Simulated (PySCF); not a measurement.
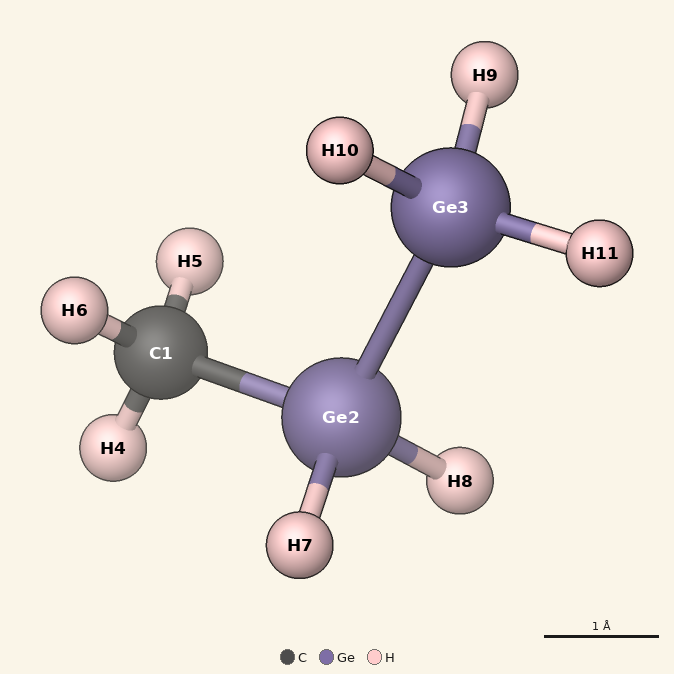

Orthographic view. Distant atoms are faded towards the background colour. The computed structure is the end point of a PBE0-D3(BJ)/def2-SVP optimisation. No frequency run is at hand to confirm it as a minimum.

Write a Z-matrix (Å, degrees) in the order of the atom numbers, with these reference atoms: 2 to 1; 3 to 2, 1; 4 to 1, 2, 3; 5 to 1, 4, 2; 6 to 1, 5, 4; 7 to 2, 1, 5; 8 to 2, 7, 1; 9 to 3, 2, 7; 10 to 3, 9, 2; 11 to 3, 10, 9.

```
C  
Ge   1   1.958
Ge   2   2.423   1   110.7
H    1   1.100   2   110.3   3   179.0
H    1   1.099   4   108.7   2   121.0
H    1   1.099   5   108.6   4  -118.0
H    2   1.544   1   109.8   5   180.0
H    2   1.544   7   107.8   1  -119.6
H    3   1.542   2   110.3   7  -176.7
H    3   1.542   9   108.0   2  -120.8
H    3   1.540  10   108.3   9   117.0
```
